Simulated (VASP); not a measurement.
Band structure of KCl (rock salt). These are AM05 GGA, VASP's PBE PAW potentials (set 64) (plane waves; VASP) values and carry that method's errors.

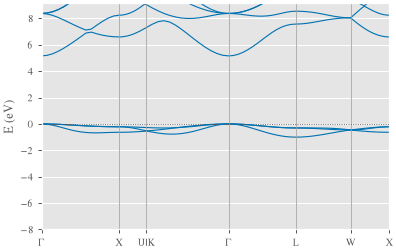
Figure: Bands along high-symmetry lines, zero at the valence-band maximum or, without a gap, the Fermi level

**Question.** Read the plot: is there a gap, and where are the band edges?

**Answer.** The gap is direct, 5.15 eV, from the valence maximum at Γ to the conduction minimum at Γ. (Edges off the drawn lines would not show.)

Measured: gap 8.50 eV (computed value off by -3.35 eV), as given by David Koller et al., Journal of Physics Condensed Matter (2013), arXiv:1304.4470.

The compound is KCl in the rock salt structure. It was relaxed first.
